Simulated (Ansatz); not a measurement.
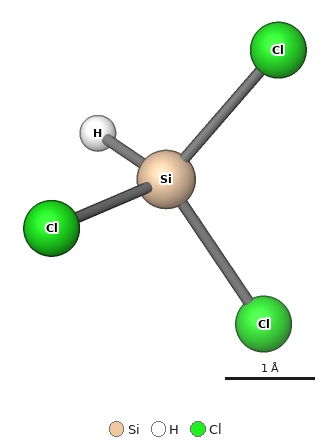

Figure 1. The input geometry (ball-and-stick view, seen at a tilt).

Nudged elastic band, with input and output: SiHCl3

The run: nudged elastic band of SiHCl3. Method and program: RKS PBE/def2-SVP (Ansatz 0.2.0).

One setting was made poor on purpose. It belongs to a series of runs on one base structure; here: an input spoilt on purpose.

**Input file**
```yaml
crystal:
  periodic: [false, false, false]
  atoms:
    - { symbol: Si, position_ang: [0.165004, 0.0, 0.24445] }
    - { symbol: H, position_ang: [-0.080983, 0.0, 1.71252] }
    - { symbol: Cl, position_ang: [2.194838, 0.0, -0.113882] }
    - { symbol: Cl, position_ang: [-0.679079, 1.682374, -0.595644] }
    - { symbol: Cl, position_ang: [-0.679079, -1.682374, -0.595644] }
basis:
  gaussian: { orbitals: def2-SVP }
hamiltonian:
  xc: pbe
neb:
  order_check: false
  images: 5
  f_tol: 0.05
  max_iterations: 8
  max_displacement: 0.5
  optimiser: fire
  final_atoms:
    - { symbol: Cl, position_ang: [-0.87125377, -1.642373, -1.21900121] }
    - { symbol: Cl, position_ang: [-0.87125377, 1.642373, -1.21900121] }
    - { symbol: Cl, position_ang: [2.01089442, 0.0, 0.86398251] }
    - { symbol: H, position_ang: [1.65582635, 0.0, 2.11365] }
    - { symbol: Si, position_ang: [-1.00351224, 0.0, 0.11216992] }
  initial_path: idpp
```

Launch command:
```bash
ansatz run input.yaml --threads 1 --pin off --max-ram 2048MiB --backend cpu --events-out ev --progress --plain --runs-dir out
```

**Output**
```
Error: 4 input errors — fix all and re-run
  1. invalid value for `neb.final_atoms`: atom 0 is Cl but atom 0 of crystal.atoms is Si — the final endpoint must list the same atoms in the same order
  2. invalid value for `neb.final_atoms`: atom 1 is Cl but atom 1 of crystal.atoms is H — the final endpoint must list the same atoms in the same order
  3. invalid value for `neb.final_atoms`: atom 3 is H but atom 3 of crystal.atoms is Cl — the final endpoint must list the same atoms in the same order
  4. invalid value for `neb.final_atoms`: atom 4 is Si but atom 4 of crystal.atoms is Cl — the final endpoint must list the same atoms in the same order
```

**What the run reported**

- outcome: refused by the program
- hardware: 1 thread of Intel Xeon @ 2.50GHz (Skylake/Cascade Lake), 32 GiB of memory available, shared host

The program refused the input: “4 input errors — fix all and re-run 1. invalid value for `neb.final_atoms`: atom 0 is Cl but atom 0 of crystal.atoms is Si — the final endpoint must list the same atoms in the same order 2. invalid value for `neb.final_atoms`: atom 1 is Cl but atom 1 of crystal.atoms is H — the final endpoint must list the same atoms in the same order 3 …” A deliberately poor setting: bad input.
